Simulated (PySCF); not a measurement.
C5H14OSi2, SMILES CC(=O)[SiH2][SiH2]C(C)C at its GFN2-xTB optimised geometry (Å):

```
22

C      3.6979     1.1509    -3.0337
C      2.8771     0.7304    -1.8473
O      3.3741     0.2244    -0.8635
Si     0.9739     1.0139    -1.8783
Si     0.1921    -0.0876     0.0000
C     -1.7260    -0.0876     0.0000
C     -2.2815     1.3330     0.0000
C     -2.2852    -0.8700    -1.1839
H      3.5224     2.2064    -3.2292
H      3.3616     0.5931    -3.9051
H      4.7586     0.9732    -2.8690
H      0.5284     0.5724    -3.2114
H      0.8169     2.4774    -1.9278
H      0.6172     0.5601     1.2501
H      0.6219    -1.4925     0.0594
H     -2.0708    -0.5792     0.9155
H     -3.3702     1.3238     0.0477
H     -1.9886     1.8588    -0.9082
H     -1.9106     1.8945     0.8548
H     -3.3741    -0.8993    -1.1494
H     -1.9912    -0.4054    -2.1242
H     -1.9195    -1.8945    -1.1789
```

Calculation: PBE0/def2-SVP (PySCF).

Map of the deformation density (molecule minus spherical neutral atoms) (e/bohr³) on the plane z = 0.6 Å:

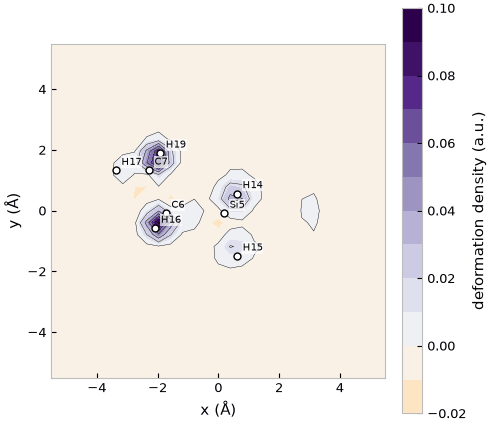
*Deformation density (molecule minus spherical neutral atoms) (e/bohr³) on the plane z = 0.6 Å.*
